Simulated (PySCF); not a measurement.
**C₂H₆BN: NMR shifts at several levels of theory**

Aim: compute the NMR shifts of C₂H₆BN (`[BH3-]C#[N+]C`) at several levels, and see how far they spread and what each costs.

The runs use PySCF 2.14.0, with density-fitted response routines of our own; the level of theory stands in each step. All values are computed, except where a source is named. Atoms are numbered from 0 throughout.

**1. Starting geometry**

10 atoms, charge 0, multiplicity 1; geometry from: GFN2-xTB.

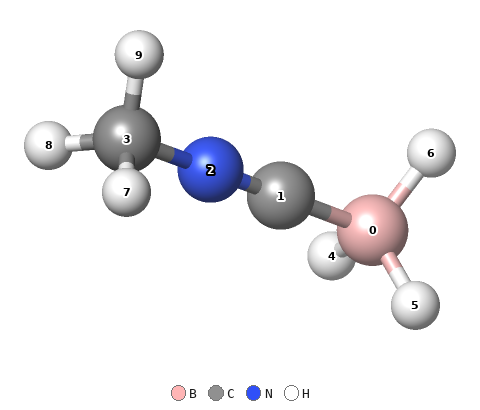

The starting geometry (boron pink, carbon grey, nitrogen blue, hydrogen white), atoms numbered.

**2. Geometry optimisation at PBE0-D3(BJ)/def2-SVP**

The job: settings as JSON, then the geometry in Å.

```
{"job": {"xc": "PBE0", "basis": "def2-SVP", "d3": "d3bj", "grid": 1, "kind": "geom"}, "charge": 0, "multiplicity": 1}
B      2.043440    -0.020570     0.038040
C      0.546900     0.006920     0.212880
N     -0.612480     0.014580     0.333910
C     -1.997520     0.022110     0.475070
H      2.410320     1.113730     0.039020
H      2.230740    -0.558430    -1.011140
H      2.480470    -0.641510     0.957990
H     -2.457860    -0.443930    -0.398210
H     -2.349990     1.051290     0.564640
H     -2.276250    -0.534880     1.371500
```

Command:

```sh
OMP_NUM_THREADS=1 python probes_run.py task.json out
```

The driver reads the jobs from task.json and runs them one after another.

Log:

```text
step   0  E = -159.06747394  max force = 0.018993
step   1  E = -159.06947163  max force = 0.003804
step   2  E = -159.06951122  max force = 0.001374
step   3  E = -159.06951835  max force = 0.000180
optimisation converged
```

Wall time 7.8 s (1 thread of Arm Neoverse V1, shared host); peak memory 0.33 GiB.

Relaxation path:

```csv
step,energy from step 0 (eV),largest force component (eV/Å)
0,0.0000,0.9767
1,-0.0544,0.1956
2,-0.0554,0.0707
3,-0.0556,0.0093
```

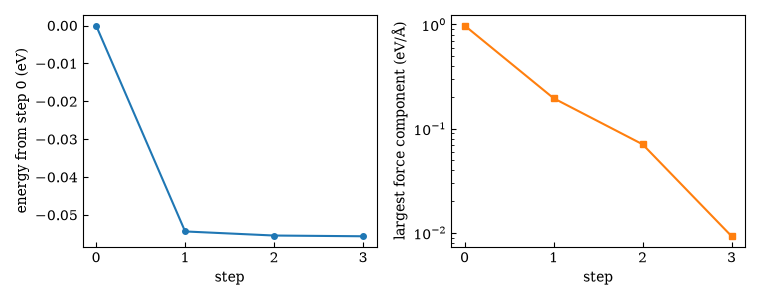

Energy and force, step by step.

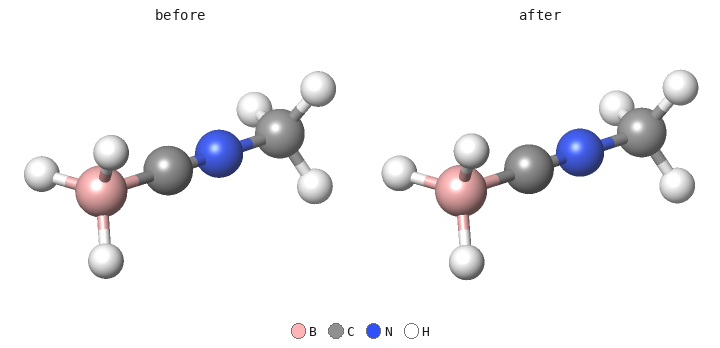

The geometry before (left) and after (right).

Close pairs (by a distance rule), those that changed most:

```
 bond  before (Å)  after (Å)  change (Å)
B0–C1       1.507      1.540      +0.033
B0–H4       1.192      1.225      +0.032
B0–H6       1.193      1.225      +0.032
B0–H5       1.194      1.225      +0.031
N2–C3       1.392      1.405      +0.012
C3–H8       1.092      1.100      +0.008
C3–H9       1.092      1.100      +0.008
C3–H7       1.092      1.100      +0.008
```

The next job starts from the end point, and lists it.

| at the end point | value |
| --- | --- |
| point group (found at 0.08 Å tolerance) | C3v |
| rotational constants (GHz, main isotopes) | 68.165, 3.495, 3.495 |
| dipole moment (D) | 6.44 |

**3. NMR shieldings: PBE0/cc-pVDZ**

The job: settings as JSON, then the geometry in Å.

```
{"job": {"kind": "nmr", "xc": "PBE0", "basis": "cc-pVDZ", "pop": true}, "charge": 0, "multiplicity": 1}
B      2.067813    -0.021106     0.033745
C      0.537385    -0.000432     0.205006
N     -0.619405     0.010494     0.329461
C     -2.016006     0.022957     0.478503
H      2.430986     1.148389     0.039862
H      2.277274    -0.572243    -1.040218
H      2.509981    -0.657446     0.982110
H     -2.491807    -0.443544    -0.396419
H     -2.375402     1.058246     0.570568
H     -2.303049    -0.536004     1.381082
```

Level: GIAO PBE0/cc-pVDZ NMR shielding, non-relativistic, gas phase.

Log:

```text
coarse grid: 8040 points
cycle   1  E = -159.1364767016  dE =  3.575e-01  |g| = 3.301e-01  |ddm| = 5.730e+00
cycle   2  E = -159.1217703306  dE =  1.471e-02  |g| = 4.257e-01  |ddm| = 1.568e+00
cycle   3  E = -159.1733965632  dE = -5.163e-02  |g| = 1.391e-01  |ddm| = 7.708e-01
cycle   4  E = -159.1772096972  dE = -3.813e-03  |g| = 3.589e-02  |ddm| = 2.011e-01
cycle   5  E = -159.1774866112  dE = -2.769e-04  |g| = 9.363e-03  |ddm| = 5.800e-02
cycle   6  E = -159.1775133800  dE = -2.677e-05  |g| = 1.425e-03  |ddm| = 2.007e-02
cycle   7  E = -159.1775139441  dE = -5.641e-07  |g| = 2.717e-04  |ddm| = 2.709e-03
final grid: 76848 points
cycle   8  E = -159.1874644542  dE = -1.644e-05  |g| = 4.913e-03  |ddm| = 4.717e-02
cycle   9  E = -159.1874660242  dE = -1.570e-06  |g| = 4.426e-03  |ddm| = 1.926e-02
cycle  10  E = -159.1874719799  dE = -5.956e-06  |g| = 2.689e-04  |ddm| = 9.164e-03
cycle  11  E = -159.1874720040  dE = -2.411e-08  |g| = 9.545e-05  |ddm| = 7.104e-04
cycle  12  E = -159.1874720056  dE = -1.605e-09  |g| = 6.484e-05  |ddm| = 1.848e-04
cycle  13  E = -159.1874720064  dE = -8.482e-10  |g| = 1.242e-05  |ddm| = 8.269e-05
converged SCF energy = -159.1874720064

GIAO shielding tensors (ppm)
atom      isotropic    diamagn.    paramagn.     s11        s22        s33       span
  0 B      161.967     199.814     -37.848    156.064    156.148    173.688     17.624
  1 C       49.546     267.132    -217.585    -57.361    -57.288    263.287    320.648
  2 N      125.091     324.787    -199.696     31.352     31.721    312.199    280.847
  3 C      171.031     247.267     -76.237    154.505    154.512    204.075     49.570
  4 H       30.209      29.892       0.317     27.266     29.334     34.027      6.762
  5 H       30.194      30.283      -0.088     27.244     29.346     33.993      6.749
  6 H       30.206      29.578       0.628     27.261     29.337     34.020      6.759
  7 H       28.064      28.499      -0.435     23.569     26.514     34.109     10.540
  8 H       28.067      27.964       0.104     23.573     26.512     34.118     10.545
  9 H       28.067      27.546       0.521     23.572     26.513     34.115     10.543
```

Wall time 4.8 s (1 thread of Arm Neoverse V1, shared host); peak memory 0.44 GiB.

The references, computed at this level on geometries of the same kind, shield at (ppm): ¹H TMS 31.29, ¹³C TMS 196.8, ¹⁵N NH3 273.1, ¹¹B BF3·OEt2 113.8. Their shielding less the atom's gives the shift. The references are single molecules in the gas phase, so shifts against H2O, NH3, PH3, H3PO4 or CFCl3 are not on the usual liquid scales and can be off by tens of ppm. Atoms listed in one row are averaged.

```
     atoms                              environment  σ (ppm)  δ (ppm)
        C1                    nitrilium-type carbon     49.5    147.2
        C3                methyl carbon bonded to N    171.0     25.7
H7, H8, H9  hydrogen on a methyl carbon bonded to N    28.07     3.22
H4, H5, H6          hydrogen on a boron bonded to C    30.20     1.09
        B0                   boron bonded to C, 3 H    162.0    -48.1
        N2                   nitrogen bonded to 2 C    125.1    148.0
```

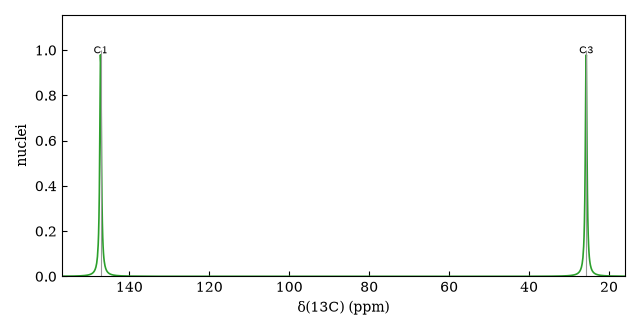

¹³C lines at the computed shifts, without couplings. Lines are broadened to a width of 0.49 ppm (Lorentzian).

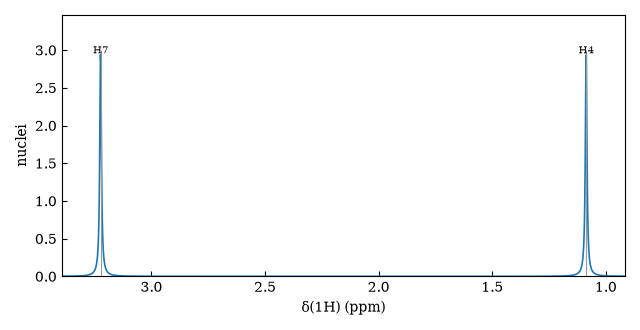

¹H lines at the computed shifts, without couplings. Lines are broadened to a width of 0.01 ppm (Lorentzian).

The run also stored atomic charges by several schemes (e):

| atoms | Mulliken | IAO | Hirshfeld | ESP fit |
| --- | --- | --- | --- | --- |
| B0 | -0.27 | -0.55 | -0.13 | -0.34 |
| C1 | 0.25 | 0.30 | 0.15 | 0.10 |
| N2 | -0.18 | -0.08 | -0.01 | 0.17 |
| C3 | 0.02 | -0.31 | -0.01 | -0.43 |

Mulliken charges:

| atom | value (e) |
| --- | --- |
| B0 | -0.27 |
| C1 | 0.25 |
| N2 | -0.18 |
| C3 | 0.02 |
| H4 | -0.04 |
| H5 | -0.04 |
| H6 | -0.04 |
| H7 | 0.10 |
| H8 | 0.10 |
| H9 | 0.10 |

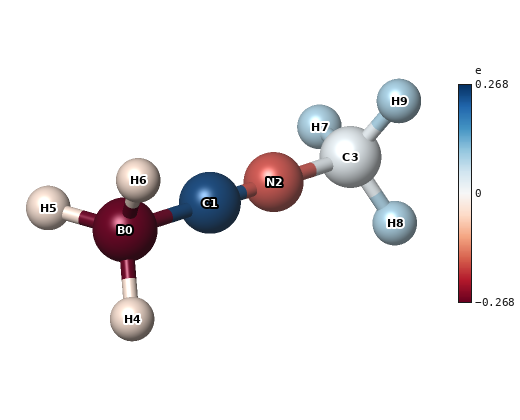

Mulliken charges, as colours on the atoms.

Mayer bond orders: B0–C1 1.07, C1–N2 2.46, N2–C3 1.02.

**4. Nuclear shieldings: PBE0/cc-pVTZ**

Settings changed since step 3:

```diff
@@ -1,2 +1,2 @@
-{"job": {"kind": "nmr", "xc": "PBE0", "basis": "cc-pVDZ", "pop": true}, "charge": 0, "multiplicity": 1}
+{"job": {"kind": "nmr", "xc": "PBE0", "basis": "cc-pVTZ", "pop": true}, "charge": 0, "multiplicity": 1}
 B      2.067813    -0.021106     0.033745
```

Level: GIAO PBE0/cc-pVTZ NMR shielding, non-relativistic, gas phase.

Log:

```text
coarse grid: 8040 points
cycle   1  E = -159.1925643015  dE =  3.229e-01  |g| = 3.613e-01  |ddm| = 6.285e+00
cycle   2  E = -159.1763426153  dE =  1.622e-02  |g| = 4.519e-01  |ddm| = 1.583e+00
cycle   3  E = -159.2317464315  dE = -5.540e-02  |g| = 1.595e-01  |ddm| = 8.377e-01
cycle   4  E = -159.2365221549  dE = -4.776e-03  |g| = 3.834e-02  |ddm| = 2.156e-01
cycle   5  E = -159.2368186395  dE = -2.965e-04  |g| = 1.136e-02  |ddm| = 6.080e-02
cycle   6  E = -159.2368533205  dE = -3.468e-05  |g| = 1.858e-03  |ddm| = 2.067e-02
cycle   7  E = -159.2368542275  dE = -9.070e-07  |g| = 3.231e-04  |ddm| = 3.344e-03
final grid: 76848 points
cycle   8  E = -159.2350136521  dE = -4.179e-05  |g| = 5.035e-03  |ddm| = 7.408e-02
cycle   9  E = -159.2350147644  dE = -1.112e-06  |g| = 4.481e-03  |ddm| = 1.830e-02
cycle  10  E = -159.2350202572  dE = -5.493e-06  |g| = 3.886e-04  |ddm| = 8.550e-03
cycle  11  E = -159.2350202766  dE = -1.934e-08  |g| = 3.319e-04  |ddm| = 9.866e-04
cycle  12  E = -159.2350202995  dE = -2.295e-08  |g| = 8.166e-05  |ddm| = 4.132e-04
cycle  13  E = -159.2350203011  dE = -1.595e-09  |g| = 1.206e-05  |ddm| = 1.372e-04
cycle  14  E = -159.2350203012  dE = -2.831e-11  |g| = 4.036e-06  |ddm| = 2.296e-05
converged SCF energy = -159.2350203012

GIAO shielding tensors (ppm)
atom      isotropic    diamagn.    paramagn.     s11        s22        s33       span
  0 B      158.631     197.918     -39.287    153.447    153.533    168.914     15.467
  1 C       32.649     266.121    -233.472    -82.381    -82.313    262.640    345.021
  2 N      111.697     323.921    -212.224     13.231     13.632    308.228    294.997
  3 C      161.606     241.192     -79.586    144.906    144.912    194.999     50.093
  4 H       30.201      29.553       0.648     27.349     29.273     33.980      6.632
  5 H       30.186      29.766       0.419     27.324     29.288     33.945      6.621
  6 H       30.198      29.379       0.819     27.343     29.277     33.973      6.630
  7 H       28.082      28.046       0.037     23.653     26.473     34.120     10.467
  8 H       28.085      27.770       0.315     23.655     26.471     34.129     10.474
  9 H       28.084      27.556       0.528     23.655     26.471     34.127     10.472
```

It took 14 s on 1 thread of Arm Neoverse V1, shared host; peak memory 0.74 GiB.

Key values: δ C1 154.6, C3 25.7, B0 -55.9, N2 155.1, H7 3.21, H4 1.10 ppm (means over like atoms).

**5. Shielding tensors: PBE0/aug-cc-pVDZ**

Settings changed since step 4:

```diff
@@ -1,2 +1,2 @@
-{"job": {"kind": "nmr", "xc": "PBE0", "basis": "cc-pVTZ", "pop": true}, "charge": 0, "multiplicity": 1}
+{"job": {"kind": "nmr", "xc": "PBE0", "basis": "aug-cc-pVDZ", "pop": true}, "charge": 0, "multiplicity": 1}
 B      2.067813    -0.021106     0.033745
```

Level: GIAO PBE0/aug-cc-pVDZ NMR shielding, non-relativistic, gas phase.

Log:

```text
coarse grid: 8040 points
cycle   1  E = -159.1431915751  dE =  3.495e-01  |g| = 3.373e-01  |ddm| = 7.659e+00
cycle   2  E = -159.1263829054  dE =  1.681e-02  |g| = 4.358e-01  |ddm| = 1.898e+00
cycle   3  E = -159.1809630599  dE = -5.458e-02  |g| = 1.426e-01  |ddm| = 9.062e-01
cycle   4  E = -159.1849699975  dE = -4.007e-03  |g| = 3.604e-02  |ddm| = 2.239e-01
cycle   5  E = -159.1852441801  dE = -2.742e-04  |g| = 1.007e-02  |ddm| = 7.458e-02
cycle   6  E = -159.1852748165  dE = -3.064e-05  |g| = 1.542e-03  |ddm| = 2.733e-02
cycle   7  E = -159.1852754755  dE = -6.590e-07  |g| = 2.826e-04  |ddm| = 4.079e-03
final grid: 76848 points
cycle   8  E = -159.1952413346  dE = -1.847e-05  |g| = 4.930e-03  |ddm| = 1.148e-01
cycle   9  E = -159.1952426286  dE = -1.294e-06  |g| = 4.528e-03  |ddm| = 2.708e-02
cycle  10  E = -159.1952488541  dE = -6.226e-06  |g| = 3.185e-04  |ddm| = 1.137e-02
cycle  11  E = -159.1952488837  dE = -2.964e-08  |g| = 1.475e-04  |ddm| = 9.534e-04
cycle  12  E = -159.1952488875  dE = -3.788e-09  |g| = 7.808e-05  |ddm| = 2.844e-04
cycle  13  E = -159.1952488889  dE = -1.331e-09  |g| = 1.260e-05  |ddm| = 1.403e-04
cycle  14  E = -159.1952488889  dE = -3.706e-11  |g| = 3.207e-06  |ddm| = 2.927e-05
converged SCF energy = -159.1952488889

GIAO shielding tensors (ppm)
atom      isotropic    diamagn.    paramagn.     s11        s22        s33       span
  0 B      160.187     243.744     -83.557    155.001    155.096    170.463     15.463
  1 C       43.625     278.051    -234.426    -66.144    -66.088    263.108    329.252
  2 N      125.349     280.907    -155.558     31.922     32.271    311.855    279.933
  3 C      169.887     221.595     -51.707    152.991    153.030    203.642     50.651
  4 H       30.236      32.537      -2.301     27.406     29.326     33.975      6.569
  5 H       30.221      33.696      -3.475     27.382     29.340     33.941      6.559
  6 H       30.233      31.668      -1.435     27.401     29.330     33.968      6.567
  7 H       28.031      28.388      -0.357     23.547     26.453     34.095     10.548
  8 H       28.034      28.186      -0.152     23.549     26.450     34.103     10.555
  9 H       28.033      28.013       0.020     23.548     26.451     34.101     10.552
```

Run time: 9.6 s. Hardware: 1 thread of Arm Neoverse V1, shared host; peak memory 0.62 GiB.

In short: δ C1 151.5, C3 25.2, B0 -50.0, N2 144.5, H7 3.36, H4 1.17 ppm (means over like atoms).

**6. Shielding tensors: PBE0/IGLO-III**

Settings changed since step 5:

```diff
@@ -1,2 +1,2 @@
-{"job": {"kind": "nmr", "xc": "PBE0", "basis": "aug-cc-pVDZ", "pop": true}, "charge": 0, "multiplicity": 1}
+{"job": {"kind": "nmr", "xc": "PBE0", "basis": "IGLO-III", "pop": true}, "charge": 0, "multiplicity": 1}
 B      2.067813    -0.021106     0.033745
```

Method: GIAO PBE0/IGLO-III NMR shielding, non-relativistic, gas phase.

Log:

```text
coarse grid: 8040 points
cycle   1  E = -159.1975523344  dE =  3.237e-01  |g| = 3.650e-01  |ddm| = 2.080e+00
cycle   2  E = -159.1805250903  dE =  1.703e-02  |g| = 4.540e-01  |ddm| = 5.898e-01
cycle   3  E = -159.2364842786  dE = -5.596e-02  |g| = 1.615e-01  |ddm| = 3.112e-01
cycle   4  E = -159.2413286529  dE = -4.844e-03  |g| = 4.101e-02  |ddm| = 7.097e-02
cycle   5  E = -159.2416670327  dE = -3.384e-04  |g| = 1.194e-02  |ddm| = 2.349e-02
cycle   6  E = -159.2417055701  dE = -3.854e-05  |g| = 1.975e-03  |ddm| = 8.339e-03
cycle   7  E = -159.2417065705  dE = -1.000e-06  |g| = 3.593e-04  |ddm| = 1.501e-03
final grid: 76848 points
cycle   8  E = -159.2414029677  dE = -5.395e-05  |g| = 5.043e-03  |ddm| = 6.385e-02
cycle   9  E = -159.2414039808  dE = -1.013e-06  |g| = 4.471e-03  |ddm| = 6.773e-03
cycle  10  E = -159.2414095654  dE = -5.585e-06  |g| = 3.754e-04  |ddm| = 3.250e-03
cycle  11  E = -159.2414095867  dE = -2.125e-08  |g| = 3.035e-04  |ddm| = 3.909e-04
cycle  12  E = -159.2414096062  dE = -1.957e-08  |g| = 1.067e-04  |ddm| = 1.578e-04
cycle  13  E = -159.2414096087  dE = -2.426e-09  |g| = 1.459e-05  |ddm| = 5.200e-05
cycle  14  E = -159.2414096087  dE = -4.286e-11  |g| = 4.445e-06  |ddm| = 9.998e-06
converged SCF energy = -159.2414096087

GIAO shielding tensors (ppm)
atom      isotropic    diamagn.    paramagn.     s11        s22        s33       span
  0 B      155.127     191.107     -35.980    149.592    149.687    166.102     16.510
  1 C       24.877     259.622    -234.745    -93.775    -93.700    262.107    355.881
  2 N      104.939     322.598    -217.660      3.436      3.846    307.535    304.099
  3 C      157.481     249.878     -92.397    140.144    140.152    192.148     52.004
  4 H       30.213      28.120       2.092     27.295     29.325     34.018      6.723
  5 H       30.198      28.360       1.838     27.271     29.340     33.983      6.712
  6 H       30.210      27.923       2.287     27.289     29.329     34.011      6.721
  7 H       28.137      29.328      -1.191     23.655     26.564     34.192     10.537
  8 H       28.140      28.978      -0.838     23.657     26.562     34.200     10.543
  9 H       28.139      28.691      -0.551     23.657     26.563     34.198     10.541
```

Run time: 14 s. Hardware: 1 thread of Arm Neoverse V1, shared host; peak memory 0.73 GiB.

This run: δ C1 158.9, C3 26.3, B0 -55.2, N2 155.6, H7 3.24, H4 1.17 ppm (means over like atoms).

**7. Shielding tensors: PBE0/pcSseg-0**

Settings changed since step 6:

```diff
@@ -1,2 +1,2 @@
-{"job": {"kind": "nmr", "xc": "PBE0", "basis": "IGLO-III", "pop": true}, "charge": 0, "multiplicity": 1}
+{"job": {"kind": "nmr", "xc": "PBE0", "basis": "pcSseg-0", "pop": true}, "charge": 0, "multiplicity": 1}
 B      2.067813    -0.021106     0.033745
```

Method: GIAO PBE0/pcSseg-0 NMR shielding, non-relativistic, gas phase.

Log:

```text
coarse grid: 8040 points
cycle   1  E = -158.7932576990  dE =  3.136e-01  |g| = 3.336e-01  |ddm| = 2.985e+00
cycle   2  E = -158.7627760257  dE =  3.048e-02  |g| = 4.976e-01  |ddm| = 1.101e+00
cycle   3  E = -158.8310529814  dE = -6.828e-02  |g| = 1.187e-01  |ddm| = 5.817e-01
cycle   4  E = -158.8337877032  dE = -2.735e-03  |g| = 3.666e-02  |ddm| = 1.075e-01
cycle   5  E = -158.8340785554  dE = -2.909e-04  |g| = 8.822e-03  |ddm| = 4.149e-02
cycle   6  E = -158.8341025074  dE = -2.395e-05  |g| = 7.061e-04  |ddm| = 1.069e-02
cycle   7  E = -158.8341026281  dE = -1.207e-07  |g| = 2.888e-04  |ddm| = 1.065e-03
final grid: 76848 points
cycle   8  E = -158.8218698509  dE = -9.178e-06  |g| = 3.065e-03  |ddm| = 1.750e-02
cycle   9  E = -158.8218702117  dE = -3.609e-07  |g| = 3.007e-03  |ddm| = 6.731e-03
cycle  10  E = -158.8218724820  dE = -2.270e-06  |g| = 9.644e-04  |ddm| = 3.351e-03
cycle  11  E = -158.8218726736  dE = -1.915e-07  |g| = 1.030e-04  |ddm| = 7.333e-04
cycle  12  E = -158.8218726761  dE = -2.559e-09  |g| = 3.806e-05  |ddm| = 1.482e-04
cycle  13  E = -158.8218726766  dE = -4.495e-10  |g| = 2.664e-06  |ddm| = 5.362e-05
converged SCF energy = -158.8218726766

GIAO shielding tensors (ppm)
atom      isotropic    diamagn.    paramagn.     s11        s22        s33       span
  0 B      159.298     187.414     -28.116    153.189    153.286    171.418     18.230
  1 C       33.874     270.289    -236.415    -81.262    -81.219    264.103    345.365
  2 N      105.596     353.339    -247.744      3.468      3.827    309.493    306.025
  3 C      165.107     241.867     -76.761    147.563    147.564    200.193     52.630
  4 H       30.978      27.643       3.335     27.800     30.265     34.869      7.069
  5 H       30.964      27.711       3.253     27.769     30.282     34.841      7.072
  6 H       30.975      27.593       3.382     27.792     30.270     34.863      7.070
  7 H       29.172      27.091       2.080     24.285     27.611     35.619     11.334
  8 H       29.175      26.873       2.302     24.289     27.610     35.627     11.338
  9 H       29.174      26.704       2.470     24.288     27.610     35.625     11.337
```

It took 3.2 s on 1 thread of Arm Neoverse V1, shared host; peak memory 0.45 GiB.

In short: δ C1 159.6, C3 28.4, B0 -54.4, N2 160.4, H7 3.66, H4 1.86 ppm (means over like atoms).

**8. Comparing the runs: NMR shifts**

Shifts (ppm), means over like atoms, with basis size and wall time:

```csv
run,C1,C3,H7,H4,B0,N2,functions,time
PBE0/cc-pVDZ,147.2,25.7,3.22,1.09,-48.1,148.0,86,4.8 s
PBE0/cc-pVTZ,154.6,25.7,3.21,1.10,-55.9,155.1,204,14 s
PBE0/aug-cc-pVDZ,151.5,25.2,3.36,1.17,-50.0,144.5,146,9.6 s
PBE0/IGLO-III,158.9,26.3,3.24,1.17,-55.2,155.6,200,14 s
PBE0/pcSseg-0,159.6,28.4,3.66,1.86,-54.4,160.4,48,3.2 s
```

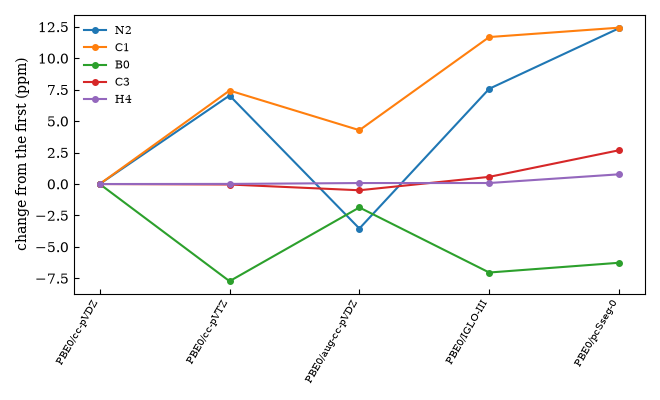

How five of the tabulated atoms move from run to run.

**9. Results**

| quantity | value |
| --- | --- |
| point group | C3v |
| rotational constants (main isotopes) | 68.16, 3.50, 3.50 GHz |
| ¹³C shifts against TMS (PBE0/cc-pVDZ) | 147.2, 25.7 ppm |
| ¹H shifts against TMS (PBE0/cc-pVDZ, means over atoms taken as alike) | 3.22, 1.09 ppm |
| ¹¹B shifts against BF3·OEt2 (PBE0/cc-pVDZ) | -48.1 ppm |
| ¹⁵N shifts against NH3 (PBE0/cc-pVDZ) | 148.0 ppm |
| range of the shift of N2 | 144.5 to 160.4 ppm |

Single values in the summary come from the first run of each kind that ended normally (PBE0/cc-pVDZ), which need not be the best level. The optimisation took 3 steps and gained 0.056 eV; among the close pairs (by a distance rule), B0–C1 changed most, from 1.507 to 1.540 Å. No frequency check was run at this level, so the end point may be a saddle. At PBE0/cc-pVDZ: The largest span, 321 ppm, is at C1, where the paramagnetic term is -218 ppm. In ppm, N2 moves most: its shift spreads over 15.9 ppm, from 144.5 (PBE0/aug-cc-pVDZ) to 160.4 (PBE0/pcSseg-0).
